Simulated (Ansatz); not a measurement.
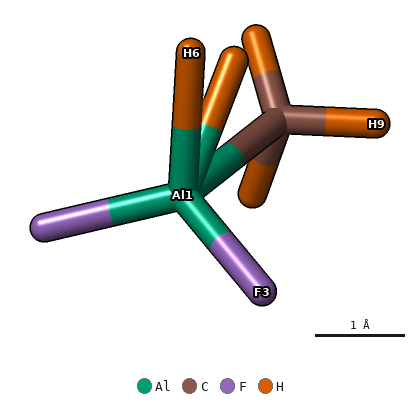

The starting structure (stick view, seen at a tilt; atoms are numbered from 1 in the order of the input). Sticks mark near contacts. Bond lengths as drawn: Al–C 2.09 Å, Al–F 1.66 Å, Al–H 1.66 to 1.76 Å and C–H 1.10 to 1.11 Å.

Run report: CH5AlF2, molecular dynamics (part 1 of 3)

- system: CH5AlF2
- method: RKS PBE-D4/6-31G* (Ansatz 0.2.0)

It belongs to a series of runs on one base structure; here: dynamics from the highest image of the converged band. Figures and captions count atoms from 1; the log counts them from 0 in places.

### What the program printed
```
Engine: ansatz 0.2.0, x86_64-unknown-linux-gnu
Functional definition: PBE
  parameter kappa = 0.804
  parameter beta = 0.06672455060314922
  exchange = pbe_x(kappa = kappa, mu = beta*pi^2/3)
  correlation = pbe_c(beta = beta)
855 factors; their error is unknown
mean field evaluation 1: about -13131.4005 eV, gradient 6.7e1 eV
mean field evaluation 2: about -13109.2653 eV, gradient 1.3e2 eV
mean field evaluation 4: about -13139.9326 eV, gradient 7.4e0 eV
mean field evaluation 8: about -13140.0631 eV, gradient 2.6e-1 eV
mean field evaluation 16: about -13140.0226 eV, gradient 1.0e-4 eV
mean field -13140.02263578 eV, -482.8869252377 hartree, gradient 3.0e-5 eV, S^2 0.000000; 0 other end points of the search recorded, 0 dependent functions left out
the calculation of the forces begins
reference -13140.02268403 eV, -482.8869270107 hartree; 21, 21 occupied and 53, 53 virtual orbitals, 855 factors
md step     0: t =     0.00 fs  T =   300.0 K  F+E_penalty+E_count = -13140.15063128 eV  E_kin = 0.271446 eV  conserved = -13139.87918528 eV  (27 SCF iters)
these checks for a lower state are left out or cut short: starts, cluster_reference, orbital_swaps, neighbouring_geometries, increment
855 factors; their error is unknown
mean field -13140.01638916 eV, -482.8866956788 hartree, gradient 1.9e-5 eV, S^2 0.000000; 0 other end points of the search recorded, 0 dependent functions left out
the calculation of the forces begins
reference -13140.01643739 eV, -482.8866974510 hartree; 21, 21 occupied and 53, 53 virtual orbitals, 855 factors
md step     1: t =     0.50 fs  T =   293.3 K  F+E_penalty+E_count = -13140.14440752 eV  E_kin = 0.265349 eV  conserved = -13139.87905804 eV  (28 SCF iters, 3 dispersion substeps)
[... from here on the SCF iterations and repeated set-up lines of each step are left out, up to the last step ...]
md step     2: t =     1.00 fs  T =   274.7 K  F+E_penalty+E_count = -13140.12733553 eV  E_kin = 0.248538 eV  conserved = -13139.87879786 eV  (28 SCF iters, 3 dispersion substeps)
md step     3: t =     1.50 fs  T =   248.6 K  F+E_penalty+E_count = -13140.10340027 eV  E_kin = 0.224912 eV  conserved = -13139.87848781 eV  (28 SCF iters, 3 dispersion substeps)
md step     4: t =     2.00 fs  T =   220.2 K  F+E_penalty+E_count = -13140.07745204 eV  E_kin = 0.199251 eV  conserved = -13139.87820115 eV  (28 SCF iters, 3 dispersion substeps)
md step     5: t =     2.50 fs  T =   194.6 K  F+E_penalty+E_count = -13140.05403333 eV  E_kin = 0.176043 eV  conserved = -13139.87799021 eV  (28 SCF iters, 3 dispersion substeps)
md step     6: t =     3.00 fs  T =   175.3 K  F+E_penalty+E_count = -13140.03651921 eV  E_kin = 0.158635 eV  conserved = -13139.87788451 eV  (28 SCF iters, 3 dispersion substeps)
md step     7: t =     3.50 fs  T =   164.4 K  F+E_penalty+E_count = -13140.02662042 eV  E_kin = 0.148727 eV  conserved = -13139.87789303 eV  (28 SCF iters, 3 dispersion substeps)
md step     8: t =     4.00 fs  T =   161.6 K  F+E_penalty+E_count = -13140.02422892 eV  E_kin = 0.146222 eV  conserved = -13139.87800675 eV  (27 SCF iters, 3 dispersion substeps)
md step     9: t =     4.50 fs  T =   165.1 K  F+E_penalty+E_count = -13140.02757294 eV  E_kin = 0.149374 eV  conserved = -13139.87819891 eV  (28 SCF iters, 3 dispersion substeps)
md step    10: t =     5.00 fs  T =   171.6 K  F+E_penalty+E_count = -13140.03367062 eV  E_kin = 0.155247 eV  conserved = -13139.87842384 eV  (27 SCF iters, 3 dispersion substeps)
md step    11: t =     5.50 fs  T =   177.4 K  F+E_penalty+E_count = -13140.03909278 eV  E_kin = 0.160477 eV  conserved = -13139.87861583 eV  (27 SCF iters, 3 dispersion substeps)
md step    12: t =     6.00 fs  T =   179.4 K  F+E_penalty+E_count = -13140.04102082 eV  E_kin = 0.162323 eV  conserved = -13139.87869799 eV  (28 SCF iters, 3 dispersion substeps)
md step    13: t =     6.50 fs  T =   176.6 K  F+E_penalty+E_count = -13140.03843675 eV  E_kin = 0.159829 eV  conserved = -13139.87860763 eV  (28 SCF iters, 3 dispersion substeps)
md step    14: t =     7.00 fs  T =   171.0 K  F+E_penalty+E_count = -13140.03302527 eV  E_kin = 0.154686 eV  conserved = -13139.87833956 eV  (27 SCF iters, 3 dispersion substeps)
md step    15: t =     7.50 fs  T =   167.1 K  F+E_penalty+E_count = -13140.02914980 eV  E_kin = 0.151168 eV  conserved = -13139.87798162 eV  (27 SCF iters, 3 dispersion substeps)
md step    16: t =     8.00 fs  T =   171.0 K  F+E_penalty+E_count = -13140.03243420 eV  E_kin = 0.154737 eV  conserved = -13139.87769709 eV  (27 SCF iters, 3 dispersion substeps)
md step    17: t =     8.50 fs  T =   187.5 K  F+E_penalty+E_count = -13140.04726590 eV  E_kin = 0.169627 eV  conserved = -13139.87763875 eV  (27 SCF iters, 3 dispersion substeps)
md step    18: t =     9.00 fs  T =   217.4 K  F+E_penalty+E_count = -13140.07451833 eV  E_kin = 0.196674 eV  conserved = -13139.87784413 eV  (27 SCF iters, 3 dispersion substeps)
md step    19: t =     9.50 fs  T =   257.3 K  F+E_penalty+E_count = -13140.11100496 eV  E_kin = 0.232800 eV  conserved = -13139.87820486 eV  (27 SCF iters, 3 dispersion substeps)
md step    20: t =    10.00 fs  T =   301.2 K  F+E_penalty+E_count = -13140.15109751 eV  E_kin = 0.272557 eV  conserved = -13139.87854086 eV  (27 SCF iters, 3 dispersion substeps)
md step    21: t =    10.50 fs  T =   343.4 K  F+E_penalty+E_count = -13140.18943950 eV  E_kin = 0.310728 eV  conserved = -13139.87871183 eV  (27 SCF iters, 3 dispersion substeps)
md step    22: t =    11.00 fs  T =   380.7 K  F+E_penalty+E_count = -13140.22313051 eV  E_kin = 0.344452 eV  conserved = -13139.87867894 eV  (27 SCF iters, 3 dispersion substeps)
md step    23: t =    11.50 fs  T =   413.3 K  F+E_penalty+E_count = -13140.25242758 eV  E_kin = 0.373930 eV  conserved = -13139.87849732 eV  (27 SCF iters, 3 dispersion substeps)
md step    24: t =    12.00 fs  T =   444.0 K  F+E_penalty+E_count = -13140.28001525 eV  E_kin = 0.401742 eV  conserved = -13139.87827313 eV  (27 SCF iters, 3 dispersion substeps)
md step    25: t =    12.50 fs  T =   476.7 K  F+E_penalty+E_count = -13140.30944098 eV  E_kin = 0.431320 eV  conserved = -13139.87812061 eV  (27 SCF iters, 3 dispersion substeps)
md step    26: t =    13.00 fs  T =   514.2 K  F+E_penalty+E_count = -13140.34336421 eV  E_kin = 0.465238 eV  conserved = -13139.87812667 eV  (27 SCF iters, 3 dispersion substeps)
md step    27: t =    13.50 fs  T =   556.9 K  F+E_penalty+E_count = -13140.38222859 eV  E_kin = 0.503913 eV  conserved = -13139.87831530 eV  (27 SCF iters, 3 dispersion substeps)
md step    28: t =    14.00 fs  T =   602.7 K  F+E_penalty+E_count = -13140.42396595 eV  E_kin = 0.545357 eV  conserved = -13139.87860907 eV  (28 SCF iters, 3 dispersion substeps)
md step    29: t =    14.50 fs  T =   648.1 K  F+E_penalty+E_count = -13140.46523859 eV  E_kin = 0.586420 eV  conserved = -13139.87881819 eV  (27 SCF iters, 3 dispersion substeps)
md step    30: t =    15.00 fs  T =   691.3 K  F+E_penalty+E_count = -13140.50420988 eV  E_kin = 0.625476 eV  conserved = -13139.87873354 eV  (27 SCF iters, 3 dispersion substeps)
md step    31: t =    15.50 fs  T =   734.9 K  F+E_penalty+E_count = -13140.54330248 eV  E_kin = 0.664938 eV  conserved = -13139.87836453 eV  (27 SCF iters, 3 dispersion substeps)
md step    32: t =    16.00 fs  T =   785.2 K  F+E_penalty+E_count = -13140.58858984 eV  E_kin = 0.710494 eV  conserved = -13139.87809540 eV  (27 SCF iters, 3 dispersion substeps)
md step    33: t =    16.50 fs  T =   846.2 K  F+E_penalty+E_count = -13140.64405599 eV  E_kin = 0.765684 eV  conserved = -13139.87837206 eV  (27 SCF iters, 3 dispersion substeps)
md step    34: t =    17.00 fs  T =   913.2 K  F+E_penalty+E_count = -13140.70544521 eV  E_kin = 0.826320 eV  conserved = -13139.87912536 eV  (27 SCF iters, 3 dispersion substeps)
md step    35: t =    17.50 fs  T =   974.4 K  F+E_penalty+E_count = -13140.76147284 eV  E_kin = 0.881702 eV  conserved = -13139.87977101 eV  (27 SCF iters, 3 dispersion substeps)
md step    36: t =    18.00 fs  T =  1019.5 K  F+E_penalty+E_count = -13140.80229067 eV  E_kin = 0.922466 eV  conserved = -13139.87982508 eV  (27 SCF iters, 3 dispersion substeps)
md step    37: t =    18.50 fs  T =  1047.1 K  F+E_penalty+E_count = -13140.82675421 eV  E_kin = 0.947464 eV  conserved = -13139.87928995 eV  (27 SCF iters, 3 dispersion substeps)
md step    38: t =    19.00 fs  T =  1065.6 K  F+E_penalty+E_count = -13140.84271491 eV  E_kin = 0.964196 eV  conserved = -13139.87851914 eV  (27 SCF iters, 3 dispersion substeps)
md step    39: t =    19.50 fs  T =  1087.4 K  F+E_penalty+E_count = -13140.86181861 eV  E_kin = 0.983905 eV  conserved = -13139.87791409 eV  (26 SCF iters, 3 dispersion substeps)
md step    40: t =    20.00 fs  T =  1122.3 K  F+E_penalty+E_count = -13140.89323538 eV  E_kin = 1.015521 eV  conserved = -13139.87771486 eV  (27 SCF iters, 3 dispersion substeps)
md step    41: t =    20.50 fs  T =  1173.5 K  F+E_penalty+E_count = -13140.93979975 eV  E_kin = 1.061851 eV  conserved = -13139.87794855 eV  (27 SCF iters, 3 dispersion substeps)
md step    42: t =    21.00 fs  T =  1236.9 K  F+E_penalty+E_count = -13140.99763381 eV  E_kin = 1.119130 eV  conserved = -13139.87850415 eV  (27 SCF iters, 3 dispersion substeps)
md step    43: t =    21.50 fs  T =  1302.7 K  F+E_penalty+E_count = -13141.05794154 eV  E_kin = 1.178714 eV  conserved = -13139.87922721 eV  (27 SCF iters, 3 dispersion substeps)
md step    44: t =    22.00 fs  T =  1358.8 K  F+E_penalty+E_count = -13141.10940128 eV  E_kin = 1.229486 eV  conserved = -13139.87991518 eV  (27 SCF iters, 3 dispersion substeps)
md step    45: t =    22.50 fs  T =  1393.9 K  F+E_penalty+E_count = -13141.14145878 eV  E_kin = 1.261192 eV  conserved = -13139.88026640 eV  (27 SCF iters, 3 dispersion substeps)
md step    46: t =    23.00 fs  T =  1402.8 K  F+E_penalty+E_count = -13141.14924090 eV  E_kin = 1.269299 eV  conserved = -13139.87994203 eV  (27 SCF iters, 3 dispersion substeps)
md step    47: t =    23.50 fs  T =  1392.1 K  F+E_penalty+E_count = -13141.13851365 eV  E_kin = 1.259621 eV  conserved = -13139.87889313 eV  (27 SCF iters, 3 dispersion substeps)
md step    48: t =    24.00 fs  T =  1379.2 K  F+E_penalty+E_count = -13141.12567787 eV  E_kin = 1.247943 eV  conserved = -13139.87773446 eV  (27 SCF iters, 3 dispersion substeps)
md step    49: t =    24.50 fs  T =  1382.3 K  F+E_penalty+E_count = -13141.12817011 eV  E_kin = 1.250760 eV  conserved = -13139.87740995 eV  (27 SCF iters, 3 dispersion substeps)
md step    50: t =    25.00 fs  T =  1406.7 K  F+E_penalty+E_count = -13141.15089815 eV  E_kin = 1.272772 eV  conserved = -13139.87812581 eV  (27 SCF iters, 3 dispersion substeps)
md step    51: t =    25.50 fs  T =  1441.4 K  F+E_penalty+E_count = -13141.18331666 eV  E_kin = 1.304212 eV  conserved = -13139.87910485 eV  (27 SCF iters, 3 dispersion substeps)
md step    52: t =    26.00 fs  T =  1470.8 K  F+E_penalty+E_count = -13141.21038745 eV  E_kin = 1.330807 eV  conserved = -13139.87957996 eV  (28 SCF iters, 3 dispersion substeps)
md step    53: t =    26.50 fs  T =  1486.1 K  F+E_penalty+E_count = -13141.22407252 eV  E_kin = 1.344617 eV  conserved = -13139.87945518 eV  (27 SCF iters, 3 dispersion substeps)
md step    54: t =    27.00 fs  T =  1488.1 K  F+E_penalty+E_count = -13141.22552239 eV  E_kin = 1.346469 eV  conserved = -13139.87905299 eV  (28 SCF iters, 3 dispersion substeps)
md step    55: t =    27.50 fs  T =  1483.1 K  F+E_penalty+E_count = -13141.22061845 eV  E_kin = 1.341935 eV  conserved = -13139.87868329 eV  (28 SCF iters, 3 dispersion substeps)
md step    56: t =    28.00 fs  T =  1477.2 K  F+E_penalty+E_count = -13141.21508597 eV  E_kin = 1.336611 eV  conserved = -13139.87847457 eV  (28 SCF iters, 3 dispersion substeps)
md step    57: t =    28.50 fs  T =  1474.2 K  F+E_penalty+E_count = -13141.21230018 eV  E_kin = 1.333876 eV  conserved = -13139.87842403 eV  (27 SCF iters, 3 dispersion substeps)
md step    58: t =    29.00 fs  T =  1475.2 K  F+E_penalty+E_count = -13141.21331146 eV  E_kin = 1.334797 eV  conserved = -13139.87851397 eV  (27 SCF iters, 3 dispersion substeps)
md step    59: t =    29.50 fs  T =  1479.0 K  F+E_penalty+E_count = -13141.21700666 eV  E_kin = 1.338262 eV  conserved = -13139.87874457 eV  (26 SCF iters, 3 dispersion substeps)
md step    60: t =    30.00 fs  T =  1482.0 K  F+E_penalty+E_count = -13141.22001695 eV  E_kin = 1.340966 eV  conserved = -13139.87905118 eV  (27 SCF iters, 3 dispersion substeps)
md step    61: t =    30.50 fs  T =  1479.6 K  F+E_penalty+E_count = -13141.21799340 eV  E_kin = 1.338782 eV  conserved = -13139.87921170 eV  (27 SCF iters, 3 dispersion substeps)
md step    62: t =    31.00 fs  T =  1470.3 K  F+E_penalty+E_count = -13141.20925773 eV  E_kin = 1.330331 eV  conserved = -13139.87892696 eV  (27 SCF iters, 3 dispersion substeps)
md step    63: t =    31.50 fs  T =  1459.6 K  F+E_penalty+E_count = -13141.19893293 eV  E_kin = 1.320707 eV  conserved = -13139.87822568 eV  (27 SCF iters, 3 dispersion substeps)
md step    64: t =    32.00 fs  T =  1458.8 K  F+E_penalty+E_count = -13141.19772432 eV  E_kin = 1.319951 eV  conserved = -13139.87777287 eV  (27 SCF iters, 3 dispersion substeps)
md step    65: t =    32.50 fs  T =  1474.1 K  F+E_penalty+E_count = -13141.21200044 eV  E_kin = 1.333767 eV  conserved = -13139.87823383 eV  (28 SCF iters, 3 dispersion substeps)
md step    66: t =    33.00 fs  T =  1497.9 K  F+E_penalty+E_count = -13141.23461882 eV  E_kin = 1.355328 eV  conserved = -13139.87929105 eV  (27 SCF iters, 3 dispersion substeps)
md step    67: t =    33.50 fs  T =  1513.6 K  F+E_penalty+E_count = -13141.24952724 eV  E_kin = 1.369541 eV  conserved = -13139.87998586 eV  (27 SCF iters, 3 dispersion substeps)
md step    68: t =    34.00 fs  T =  1509.4 K  F+E_penalty+E_count = -13141.24553972 eV  E_kin = 1.365699 eV  conserved = -13139.87984068 eV  (27 SCF iters, 3 dispersion substeps)
md step    69: t =    34.50 fs  T =  1486.3 K  F+E_penalty+E_count = -13141.22392287 eV  E_kin = 1.344818 eV  conserved = -13139.87910479 eV  (27 SCF iters, 3 dispersion substeps)
md step    70: t =    35.00 fs  T =  1455.6 K  F+E_penalty+E_count = -13141.19536033 eV  E_kin = 1.317094 eV  conserved = -13139.87826620 eV  (27 SCF iters, 3 dispersion substeps)
md step    71: t =    35.50 fs  T =  1431.2 K  F+E_penalty+E_count = -13141.17264280 eV  E_kin = 1.294967 eV  conserved = -13139.87767589 eV  (27 SCF iters, 3 dispersion substeps)
md step    72: t =    36.00 fs  T =  1422.9 K  F+E_penalty+E_count = -13141.16495726 eV  E_kin = 1.287477 eV  conserved = -13139.87748052 eV  (27 SCF iters, 3 dispersion substeps)
md step    73: t =    36.50 fs  T =  1434.2 K  F+E_penalty+E_count = -13141.17537436 eV  E_kin = 1.297670 eV  conserved = -13139.87770463 eV  (27 SCF iters, 3 dispersion substeps)
md step    74: t =    37.00 fs  T =  1461.2 K  F+E_penalty+E_count = -13141.20041430 eV  E_kin = 1.322109 eV  conserved = -13139.87830576 eV  (27 SCF iters, 3 dispersion substeps)
md step    75: t =    37.50 fs  T =  1493.8 K  F+E_penalty+E_count = -13141.23072459 eV  E_kin = 1.351595 eV  conserved = -13139.87912994 eV  (27 SCF iters, 3 dispersion substeps)
md step    76: t =    38.00 fs  T =  1518.4 K  F+E_penalty+E_count = -13141.25370482 eV  E_kin = 1.373869 eV  conserved = -13139.87983587 eV  (27 SCF iters, 3 dispersion substeps)
md step    77: t =    38.50 fs  T =  1524.2 K  F+E_penalty+E_count = -13141.25910757 eV  E_kin = 1.379162 eV  conserved = -13139.87994605 eV  (27 SCF iters, 3 dispersion substeps)
md step    78: t =    39.00 fs  T =  1510.8 K  F+E_penalty+E_count = -13141.24621697 eV  E_kin = 1.367015 eV  conserved = -13139.87920229 eV  (27 SCF iters, 3 dispersion substeps)
md step    79: t =    39.50 fs  T =  1490.8 K  F+E_penalty+E_count = -13141.22699773 eV  E_kin = 1.348924 eV  conserved = -13139.87807399 eV  (26 SCF iters, 3 dispersion substeps)
md step    80: t =    40.00 fs  T =  1482.0 K  F+E_penalty+E_count = -13141.21853697 eV  E_kin = 1.340965 eV  conserved = -13139.87757166 eV  (28 SCF iters, 3 dispersion substeps)
md step    81: t =    40.50 fs  T =  1492.4 K  F+E_penalty+E_count = -13141.22846626 eV  E_kin = 1.350371 eV  conserved = -13139.87809476 eV  (28 SCF iters, 3 dispersion substeps)
md step    82: t =    41.00 fs  T =  1514.4 K  F+E_penalty+E_count = -13141.24926031 eV  E_kin = 1.370298 eV  conserved = -13139.87896237 eV  (27 SCF iters, 3 dispersion substeps)
md step    83: t =    41.50 fs  T =  1534.3 K  F+E_penalty+E_count = -13141.26767045 eV  E_kin = 1.388272 eV  conserved = -13139.87939885 eV  (27 SCF iters, 3 dispersion substeps)
md step    84: t =    42.00 fs  T =  1543.9 K  F+E_penalty+E_count = -13141.27623528 eV  E_kin = 1.396945 eV  conserved = -13139.87929026 eV  (27 SCF iters, 3 dispersion substeps)
md step    85: t =    42.50 fs  T =  1543.8 K  F+E_penalty+E_count = -13141.27579028 eV  E_kin = 1.396861 eV  conserved = -13139.87892975 eV  (28 SCF iters, 3 dispersion substeps)
md step    86: t =    43.00 fs  T =  1539.5 K  F+E_penalty+E_count = -13141.27151498 eV  E_kin = 1.392933 eV  conserved = -13139.87858176 eV  (27 SCF iters, 3 dispersion substeps)
md step    87: t =    43.50 fs  T =  1536.6 K  F+E_penalty+E_count = -13141.26872576 eV  E_kin = 1.390357 eV  conserved = -13139.87836902 eV  (27 SCF iters, 3 dispersion substeps)
md step    88: t =    44.00 fs  T =  1538.8 K  F+E_penalty+E_count = -13141.27066661 eV  E_kin = 1.392321 eV  conserved = -13139.87834581 eV  (27 SCF iters, 3 dispersion substeps)
md step    89: t =    44.50 fs  T =  1546.2 K  F+E_penalty+E_count = -13141.27755339 eV  E_kin = 1.398998 eV  conserved = -13139.87855558 eV  (27 SCF iters, 3 dispersion substeps)
md step    90: t =    45.00 fs  T =  1555.0 K  F+E_penalty+E_count = -13141.28595718 eV  E_kin = 1.406971 eV  conserved = -13139.87898587 eV  (28 SCF iters, 3 dispersion substeps)
md step    91: t =    45.50 fs  T =  1558.0 K  F+E_penalty+E_count = -13141.28920440 eV  E_kin = 1.409743 eV  conserved = -13139.87946136 eV  (28 SCF iters, 3 dispersion substeps)
md step    92: t =    46.00 fs  T =  1548.2 K  F+E_penalty+E_count = -13141.28040852 eV  E_kin = 1.400805 eV  conserved = -13139.87960357 eV  (28 SCF iters, 3 dispersion substeps)
md step    93: t =    46.50 fs  T =  1524.3 K  F+E_penalty+E_count = -13141.25829581 eV  E_kin = 1.379242 eV  conserved = -13139.87905398 eV  (27 SCF iters, 3 dispersion substeps)
```
